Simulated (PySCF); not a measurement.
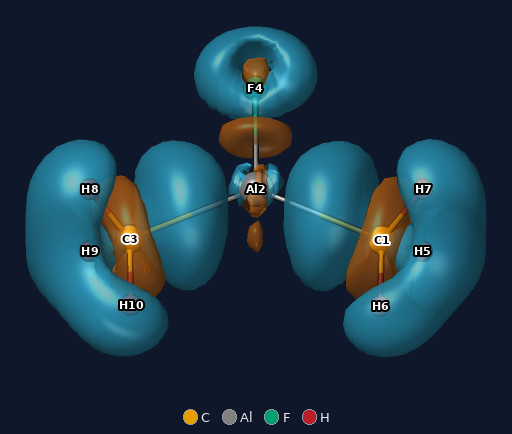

Figure. C2H6AlF, SMILES `C[Al](C)F`. Fukui function f⁻ = ρ(N) − ρ(N−1) at fixed geometry, surfaces at ±0.015 e/Å³ (light blue positive, orange negative).

PySCF calculation, PBE0/def2-TZVP, gas phase; geometry: GFN2-xTB. No frequency check shows the geometry to be a minimum.

Cartesian coordinates (Å):

```
C1       1.8091   -0.8048    0.0004
Al2      0.0031    0.0251    0.0007
C3      -1.8020   -0.8131    0.0006
F4      -0.0129    1.6843   -0.0021
H5       2.3868   -0.4897   -0.8740
H6       1.7882   -1.8957    0.0022
H7       2.3922   -0.4660    0.8741
H8      -2.3812   -0.4992    0.8744
H9      -2.3756   -0.5228   -0.8737
H10     -1.7762   -1.9040    0.0006
```

### Which atoms respond most to the removal of an electron?

f⁻ (Hirshfeld-condensed) is largest on Al2 (0.17) and C1 and C3 (0.17 each); the vertical ionisation energy is 10.02 eV (the stability of the cation's solution wasn't checked). Condensed values hint at sites of electrophilic attack but needn't mark the atom that reacts. Shares this close don't rank the sites. Orbital relaxation makes it negative in places (0.18 e in all).

```tsv
atom	f⁻	charge
C1	+0.17	−0.27
Al2	+0.17	+0.64
C3	+0.17	−0.28
F4	+0.07	−0.31
H5	+0.07	+0.04
H6	+0.06	+0.03
H7	+0.07	+0.04
H8	+0.07	+0.04
H9	+0.07	+0.04
H10	+0.07	+0.03
```
